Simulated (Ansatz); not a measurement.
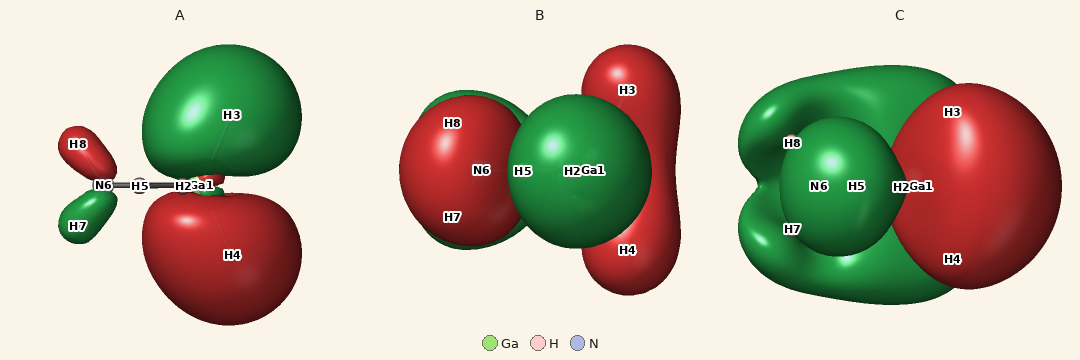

Figure 1: GaH₆N. Three frontier orbitals at ±0.06 Å⁻³ᐟ² (green and red are the two phases), in no order.

A transition-state structure; geometry: PBE0-D4/def2-TZVP.

The calculation used Ansatz 0.2.0, RKS PBE0-D4/def2-TZVPP.

```yaml
atoms:
  - { symbol: Ga, position_ang: [-0.8288, 0.3033, -0.4036] }
  - { symbol: H, position_ang: [0.5610, -0.3358, -1.4777] }
  - { symbol: H, position_ang: [-0.9114, 1.8348, -0.6896] }
  - { symbol: H, position_ang: [-1.9589, -0.7681, -0.4971] }
  - { symbol: H, position_ang: [0.8774, -0.3936, -0.5467] }
  - { symbol: N, position_ang: [0.6235, -0.1882, 0.8421] }
  - { symbol: H, position_ang: [0.5106, -0.9920, 1.4431] }
  - { symbol: H, position_ang: [1.1264, 0.5396, 1.3295] }
```

**Which picture is the HOMO−1, the HOMO and the LUMO?**

A is the HOMO−1 (−8.51 eV). By Hirshfeld shares it lies mainly on Ga1 (about 40 %), H3 (about 30 %) and H4 (about 30 %). B is the HOMO (−7.19 eV). It lies mainly on N6 (about 45 %), H2 (about 20 %), Ga1 (about 10 %) and H5 (about 5 %). C is the LUMO (−0.37 eV). Its weight (Hirshfeld) is mainly on Ga1 (about 60 %), H5 (about 10 %), N6 (about 5 %) and H2 (about 5 %).

**What is the HOMO–LUMO gap?**

6.82 eV between the orbital energies.
